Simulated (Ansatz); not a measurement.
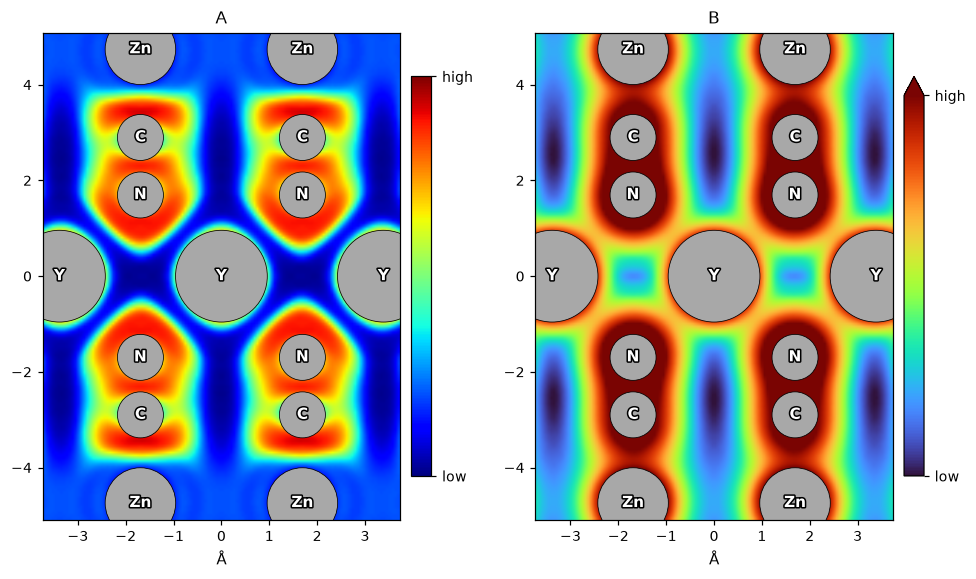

YZnC₂N₂: 2 fields on the (100) plane of the conventional cell, with unlabelled colour scales. Grey discs cover the atomic cores.

Space group C2/m; a structure generated by program, which may or may not match a known phase; computed without spin polarisation.

Computed with Ansatz 0.2.0, DFT PBE, scalar-relativistic, plane waves, PAW.

Which field does each panel show? The fields are: electron localisation function and valence pseudo-density.

Panel A: electron localisation function. Panel B: valence pseudo-density. From the grid: C–N (1.20 Å): the density is about 3.3 e/Å³ at the midpoint; the ELF peaks at about 0.90 between the atoms. Zn–C (1.84 Å): ρ at the midpoint is about 0.9 e/Å³; the ELF peaks at about 0.95 in the valence shell of C, 0.6 Å from its nucleus, and is about 0.55 at the midpoint.
